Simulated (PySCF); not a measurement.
C₅H₁₃FSi: NMR shielding calculation

C₅H₁₃FSi, computed with GIAO WP04/pcSseg-1 NMR shielding, non-relativistic, IEF-PCM tetrahydrofuran (PySCF 2.14.0).

The geometry comes from this level: GFN2-xTB. Figures and captions count atoms from 1; the log counts them from 0 in places.

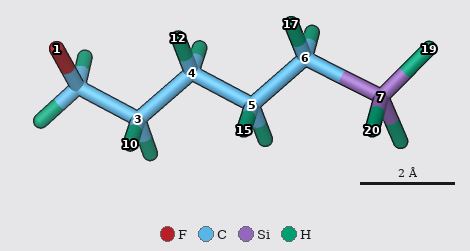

Figure 1. The structure (stick view, seen at a tilt; atoms are numbered from 1 in the order of the input). Bond lengths as drawn: C–C 1.52 to 1.53 Å, C–F 1.38 Å, C–H 1.09 to 1.10 Å, C–Si 1.90 Å and H–Si 1.46 to 1.47 Å.

Input:
```
{"job": {"xc": "WP04", "basis": "pcSseg-1", "solvent": "tetrahydrofuran", "scf": {"aux": "def2-universal-jkfit"}, "kind": "nmr", "pop": false}, "charge": 0, "multiplicity": 1}
F     -3.549161     0.314182     1.162632
C     -3.227368    -0.507856     0.107933
C     -1.773798    -0.947606     0.197264
C     -0.810021     0.225222     0.025230
C      0.649630    -0.211971     0.129250
C      1.610937     0.962438    -0.028830
Si     3.438970     0.451783     0.081133
H     -3.419690     0.067607    -0.803705
H     -3.910626    -1.361884     0.162126
H     -1.608808    -1.416580     1.169423
H     -1.596851    -1.696099    -0.577343
H     -1.020919     0.973124     0.792813
H     -0.978440     0.691248    -0.949412
H      0.855490    -0.959170    -0.641525
H      0.813103    -0.688340     1.098755
H      1.421047     1.448881    -0.988273
H      1.388514     1.706082     0.739365
H      3.737350    -0.513563    -0.979731
H      4.278431     1.639657    -0.081071
H      3.697061    -0.166480     1.383263
```

The first line tells a small driver script what to run in PySCF; the rest is the geometry in Å.

Machine: 1 CPU thread, shared host.

Launched with:
```bash
OMP_NUM_THREADS=1 python <driver script> task.json out
```

Output:
```
final grid: 149408 points
cycle   1  E = -597.7888716179  dE =  2.565e-01  |g| = 9.145e-01  |ddm| = 3.853e+00
cycle   2  E = -597.6497178524  dE =  1.392e-01  |g| = 1.267e+00  |ddm| = 1.548e+00
cycle   3  E = -597.9473401519  dE = -2.976e-01  |g| = 1.130e-01  |ddm| = 9.721e-01
cycle   4  E = -597.9493185478  dE = -1.978e-03  |g| = 4.722e-02  |ddm| = 9.603e-02
cycle   5  E = -597.9498168562  dE = -4.983e-04  |g| = 7.873e-03  |ddm| = 3.969e-02
cycle   6  E = -597.9498285617  dE = -1.171e-05  |g| = 3.212e-03  |ddm| = 8.568e-03
cycle   7  E = -597.9498307568  dE = -2.195e-06  |g| = 3.862e-04  |ddm| = 2.560e-03
cycle   8  E = -597.9498307889  dE = -3.213e-08  |g| = 1.512e-04  |ddm| = 5.202e-04
cycle   9  E = -597.9498307941  dE = -5.118e-09  |g| = 4.082e-05  |ddm| = 1.448e-04
cycle  10  E = -597.9498307944  dE = -3.840e-10  |g| = 7.992e-06  |ddm| = 3.701e-05
converged SCF energy = -597.9498307944

GIAO shielding tensors (ppm)
atom      isotropic    diamagn.    paramagn.     s11        s22        s33       span
  0 F      421.699     477.558     -55.859    385.722    430.552    448.824     63.102
  1 C       84.529     240.624    -156.095     45.235     70.308    138.045     92.810
  2 C      138.246     249.497    -111.251    125.382    135.443    153.913     28.532
  3 C      138.214     252.835    -114.621    114.778    139.035    160.830     46.052
  4 C      142.799     253.470    -110.671    127.918    139.113    161.368     33.450
  5 C      161.016     252.397     -91.381    151.731    153.226    178.091     26.360
  6 Si     400.357     880.406    -480.050    374.011    382.246    444.814     70.803
  7 H       27.373      28.448      -1.075     23.272     27.783     31.064      7.792
  8 H       27.061      25.122       1.939     22.551     27.448     31.183      8.632
  9 H       30.165      32.201      -2.036     26.220     30.088     34.185      7.965
 10 H       30.596      32.689      -2.093     26.337     30.327     35.124      8.787
 11 H       30.271      35.266      -4.995     25.441     31.882     33.490      8.049
 12 H       30.702      35.828      -5.126     26.390     31.451     34.264      7.874
 13 H       30.696      36.192      -5.495     25.722     31.979     34.388      8.666
 14 H       30.708      35.928      -5.220     25.626     32.044     34.453      8.828
 15 H       31.235      33.079      -1.844     26.707     30.794     36.204      9.497
 16 H       31.214      32.790      -1.577     26.690     30.821     36.132      9.442
 17 H       28.876      29.622      -0.746     25.734     27.342     33.551      7.817
 18 H       28.736      28.142       0.594     25.532     26.454     34.222      8.690
 19 H       28.869      29.519      -0.650     25.705     27.358     33.545      7.839
```

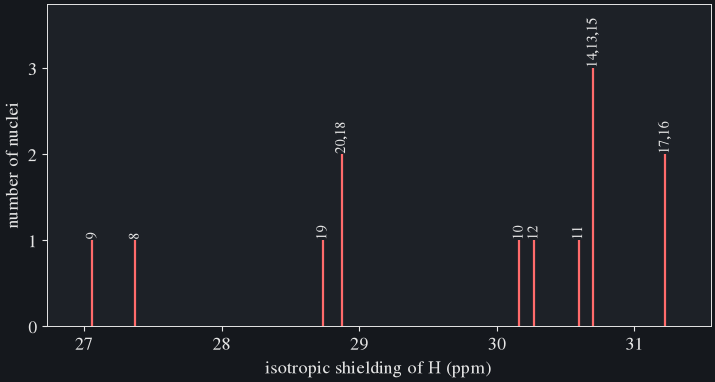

Figure 2. Isotropic shieldings of the hydrogen nuclei in this fixed geometry, labelled by atom number; shielding grows to the right, so chemical shift grows to the left. The least shielded is H9 (27.1 ppm), the most shielded H16 (31.2 ppm).

Summary:

```json
{"quantity": "outcome", "value": "converged"}
{"quantity": "total energy", "value": "−597.949831 hartree"}
{"quantity": "HOMO", "value": "−9.29 eV"}
{"quantity": "LUMO", "value": "−0.46 eV"}
{"quantity": "dipole moment", "value": "2.07 D"}
{"quantity": "isotropic shielding, F", "value": "421.7 ppm"}
{"quantity": "isotropic shielding, C", "value": "84.5 to 161.0 ppm"}
{"quantity": "isotropic shielding, Si", "value": "400.4 ppm"}
{"quantity": "isotropic shielding, H", "value": "27.1 to 31.2 ppm"}
{"quantity": "wall time", "value": "26 s"}
{"quantity": "peak memory", "value": "0.94 GiB"}
```
